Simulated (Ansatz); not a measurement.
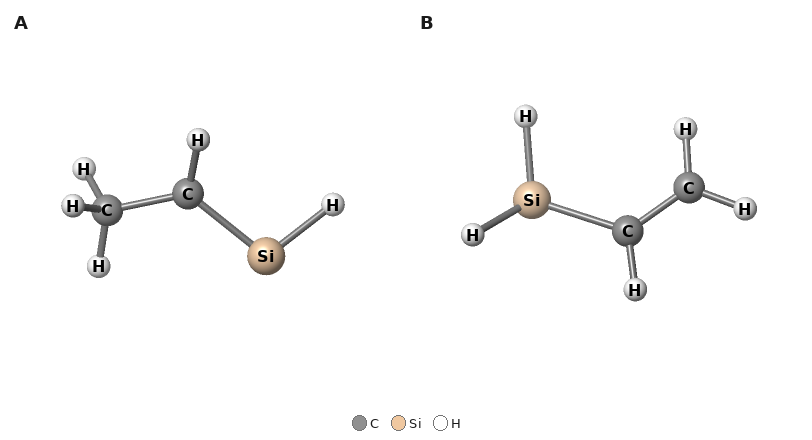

2 stationary structures of one formula. State: neutral, doublet. Geometries: PBE0-D4/def2-TZVP. Electronic energies: PBE0-D4/def2-TZVPP (Ansatz 0.2.0), without zero-point energy. No frequency run is at hand to confirm each as a minimum. Each is one conformer, not always the lowest.

> Which is lowest in energy, and by how much?

B is lowest (C1); A lies 75.6 kJ/mol above it.

Give E(B) − E(A) in kJ/mol at these levels too: r2SCAN-D4/def2-TZVPP; UHF-CCSD(T) (frozen core)/def2-TZVPP; ωB97M-V/def2-TZVPP; PBE0-D4/def2-TZVPP; B3LYP-D4/def2-TZVPP; PBE0-D4/def2-TZVP; PBE-D4/def2-TZVPP.

| level | E(B) − E(A) (kJ/mol) |
| --- | --- |
| r2SCAN-D4/def2-TZVPP | −78.0 |
| UHF-CCSD(T) (frozen core)/def2-TZVPP | −84.2 |
| ωB97M-V/def2-TZVPP | −77.3 |
| PBE0-D4/def2-TZVPP | −75.6 |
| B3LYP-D4/def2-TZVPP | −78.2 |
| PBE0-D4/def2-TZVP | −75.9 |
| PBE-D4/def2-TZVPP | −68.6 |

The determinant isn't a pure spin state (⟨S²⟩ up to 1.14).
